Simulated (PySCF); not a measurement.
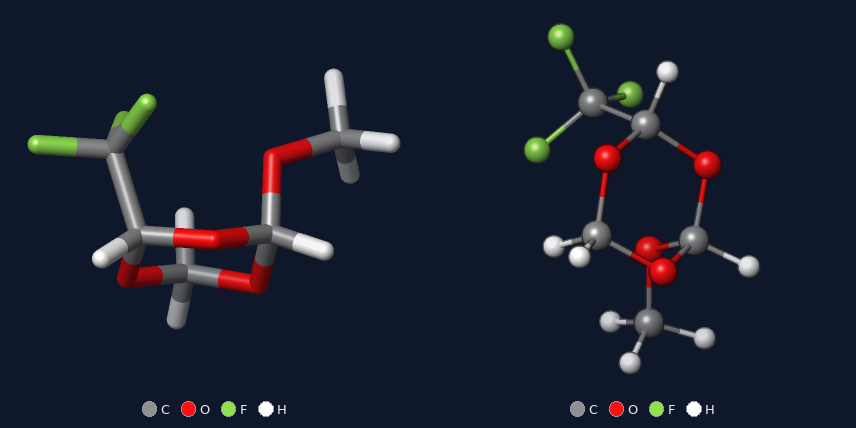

The same structure drawn twice, from different directions.

The computed structure is the end point of a GFN2-xTB optimisation. No frequency run is at hand to confirm it as a minimum.

What does the picture show?

Formula C₅H₇F₃O₄. As SMILES it reads `CO[C@@H]1OCO[C@H](C(F)(F)F)O1`. Independent rings (smallest set): 1 of 6 members. Among its groups: ether, C–F bond. This geometry has C1 symmetry. Coordination: 5 C tetrahedral; 4 O bent.

More results for the same structure follow; atom numbers are the same in all pictures, views and colours differ.

**Shape**

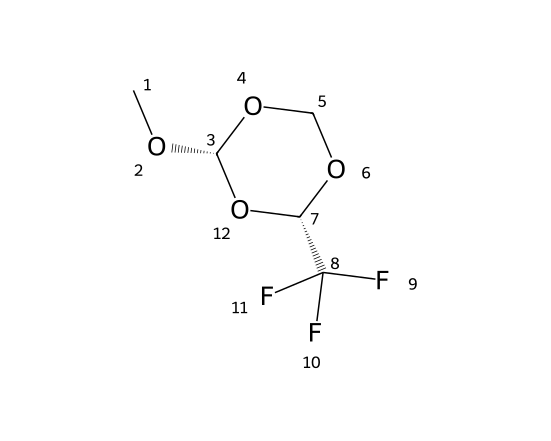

A structural formula, with wedges where it has stereocentres; small numbers name the atoms. The configuration is that of a computed structure (GFN2-xTB).

Assign CIP descriptors.

Answer. C3: R; C7: S.

**Electronic properties**

No frequency run is at hand to confirm it as a minimum. Level of theory: PBE0/pcSseg-1, gas phase (PySCF 2.14.0).

What is the HOMO–LUMO gap?

Answer. 9.71 eV.

What is the dipole moment?

Answer. 2.75 D.

What is the HOMO energy (Kohn–Sham orbital)?

Answer. −8.36 eV.

**Quadrupole coupling**

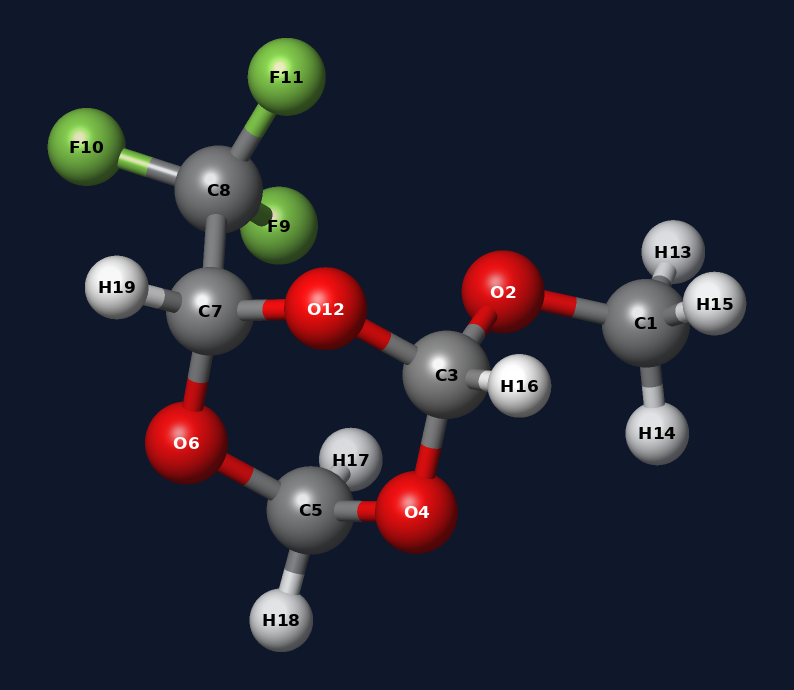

No frequency run is at hand to confirm it as a minimum. Electric field gradients from the ground-state density, PBE0/pcSseg-1 (PySCF 2.14.0), non-relativistic apart from any core potentials.

Give the largest field-gradient component, the quadrupole coupling constant and the asymmetry for 17O at O2 (Q = −25.6 mb), 17O at O4 (Q = −25.6 mb), 17O at O6 (Q = −25.6 mb), 17O at O12 (Q = −25.6 mb), 2H at H13 (Q = 2.86 mb), 2H at H14 (Q = 2.86 mb), 2H at H15 (Q = 2.86 mb), 2H at H16 (Q = 2.86 mb).

```tsv
atom	V_zz (a.u.)	e²qQ/h (MHz)	η
O2	1.963	−11.81	0.93
O4	−1.818	10.93	0.98
O6	1.913	−11.50	0.98
O12	1.899	−11.42	0.99
H13	0.307	0.206	0.07
H14	0.293	0.197	0.08
H15	0.294	0.198	0.09
H16	0.267	0.179	0.02
```

**Ring current**

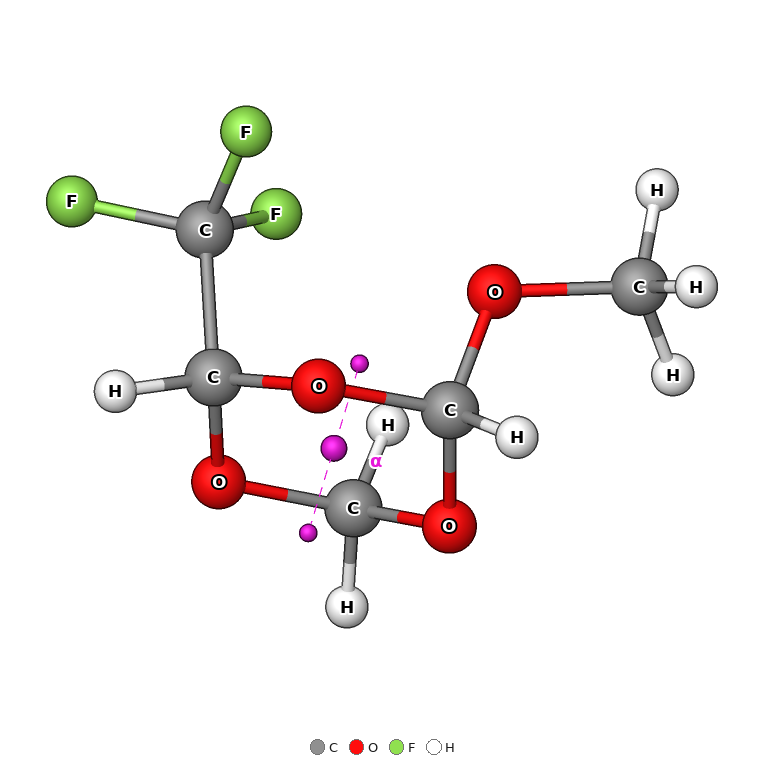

The small points mark where nucleus-independent chemical shifts (NICS) were computed: at the centre of each lettered ring and 1 Å above and below it. No frequency run is at hand to confirm it as a minimum. Level of theory: GIAO PBE0/pcSseg-1 NMR shielding, non-relativistic, gas phase (PySCF 2.14.0).

Give NICS(0), NICS(1) and the out-of-plane component NICS(1)zz for each ring (means of the two sides).

```
ring  members  NICS(0)  NICS(1)  NICS(1)zz
   α     C3O3     −2.3     −0.9        1.9
```

Values in ppm.

What do the values say about the ring currents?

Answer. Ring α: weak, as in a non-aromatic ring. NICS is one index among several.

**NMR shielding**

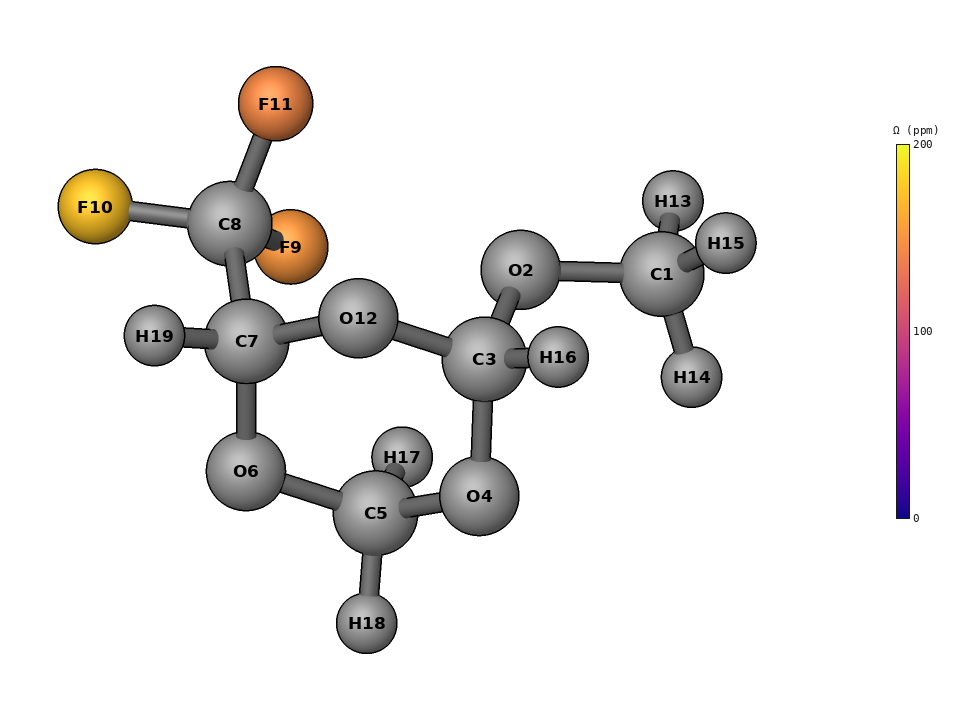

The F atoms are coloured by the span of their shielding tensor. No frequency run is at hand to confirm it as a minimum. Method: GIAO PBE0/pcSseg-1 NMR shielding, non-relativistic, gas phase (PySCF 2.14.0). Principal shieldings σ11 ≤ σ22 ≤ σ33, span Ω = σ33 − σ11, skew κ = 3(σiso − σ22)/Ω.

Which F atom has the most anisotropic shielding?

Answer. F10, with a span of 174 ppm.

Give the shielding tensors of the F atoms.

| atom | σ11 | σ22 | σ33 | σiso | Ω | κ |
| --- | --- | --- | --- | --- | --- | --- |
| F9 | 192.4 | 265.1 | 343.8 | 267.1 | 151.4 | 0.04 |
| F10 | 174.2 | 242.3 | 348.6 | 255.0 | 174.4 | 0.22 |
| F11 | 181.2 | 266.0 | 324.7 | 257.3 | 143.5 | −0.18 |

Shieldings and span in ppm.
